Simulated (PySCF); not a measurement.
## Electronic structure of C6H8O2Si (SMILES CC(=O)OC1=CC=C[SiH2]1) in real space

```yaml
atoms:
  - { symbol: C, position_ang: [3.1663, -0.6471, -0.3014] }
  - { symbol: C, position_ang: [1.6793, -0.6748, -0.0909] }
  - { symbol: O, position_ang: [1.0476, -1.6687, 0.2028] }
  - { symbol: O, position_ang: [1.1229, 0.5162, -0.2618] }
  - { symbol: C, position_ang: [-0.2409, 0.5537, -0.0824] }
  - { symbol: C, position_ang: [-0.9822, 1.6595, -0.2104] }
  - { symbol: C, position_ang: [-2.3989, 1.4445, 0.0289] }
  - { symbol: C, position_ang: [-2.7742, 0.1971, 0.3401] }
  - { symbol: Si, position_ang: [-1.2747, -0.9666, 0.3760] }
  - { symbol: H, position_ang: [3.5761, -1.6406, -0.1500] }
  - { symbol: H, position_ang: [3.6190, 0.0533, 0.3970] }
  - { symbol: H, position_ang: [3.3835, -0.3043, -1.3107] }
  - { symbol: H, position_ang: [-0.5994, 2.6362, -0.4663] }
  - { symbol: H, position_ang: [-3.0736, 2.2858, -0.0538] }
  - { symbol: H, position_ang: [-3.8066, -0.0437, 0.5316] }
  - { symbol: H, position_ang: [-1.0585, -1.4413, 1.7368] }
  - { symbol: H, position_ang: [-1.3927, -1.9473, -0.6955] }
```

Geometry: GFN2-xTB.

All numbers below come from PBE0/pcSseg-1, SCF density, gas phase, non-relativistic in PySCF.

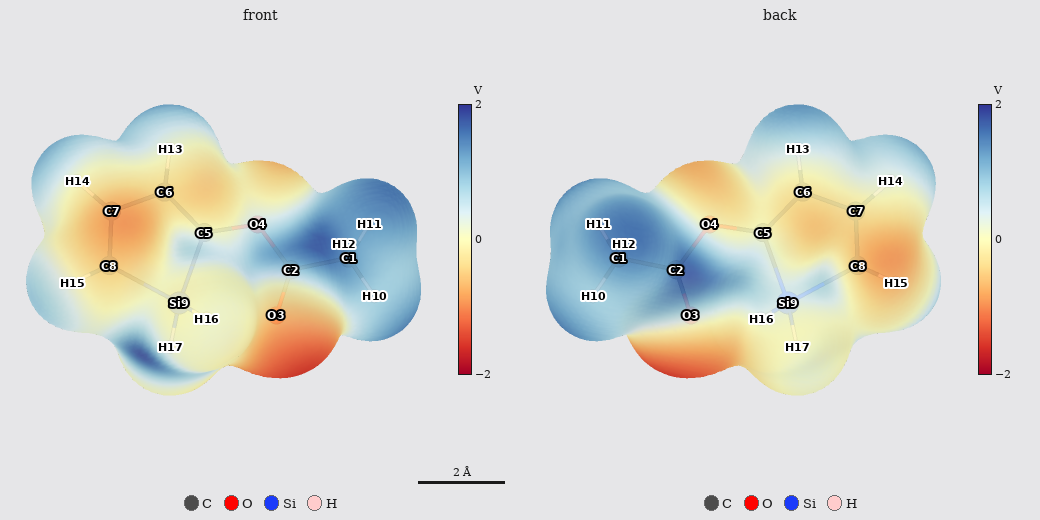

Figure 1. The electrostatic potential painted on the density surface at 0.004 e/bohr³, seen from the front and from behind; red is negative and blue positive.

> Where is the surface potential most negative and most positive?

The most negative region (about −1.5 V) lies over O3, the most positive (about +1.7 V) over C2 and Si9. O3 is the likeliest acceptor of a hydrogen bond.

> What dipole moment does the calculation give?

Its dipole moment is 2.34 D.

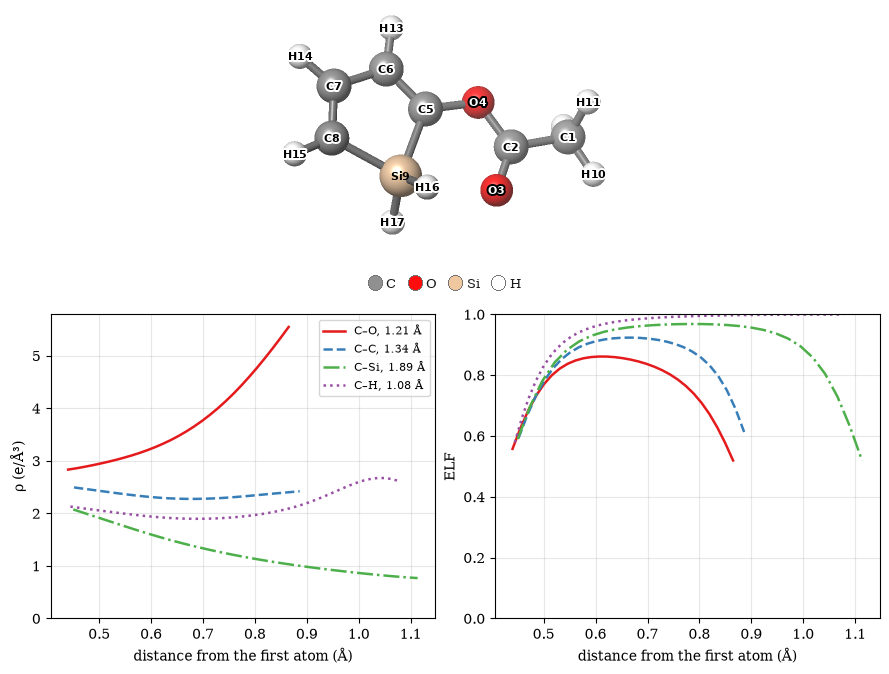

Figure 2. Electron density and ELF along straight lines between neighbouring atoms. The curves leave out the atomic cores. The structure is drawn too.

> What kind of bonding do the profiles show?

C–O (1.21 Å): the density is about 3.3 e/Å³ at the midpoint; the ELF peaks at about 0.85 between the atoms (a short, multiple covalent bond).
C–C (1.34 Å): ρ at the midpoint is about 2.3 e/Å³; the ELF peaks at about 0.90 between the atoms; a multiple bond.
C–Si (1.89 Å): the density is about 0.92 e/Å³ at the midpoint; the ELF peaks at about 0.95 between the atoms (localised, covalent bonding).
C–H (1.08 Å): ρ at the midpoint is about 2 e/Å³; the ELF climbs to about 1 towards the hydrogen, as it does in any bond to H; a covalent bond by its length.
